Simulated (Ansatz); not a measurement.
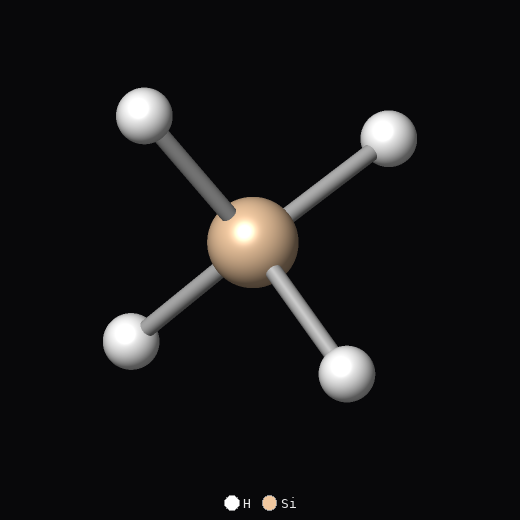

Harmonic vibrations computed with RKS PBE0-D4/def2-TZVP (Ansatz 0.2.0) at a stationary point of the same level.

> How many imaginary frequencies does it have?

A minimum: no imaginary frequency, and the lowest mode lies at 907 cm⁻¹.

> List the wavenumbers.

9 modes: 907, 907, 907, 969, 969, 2235, 2244, 2245, 2246 cm⁻¹.
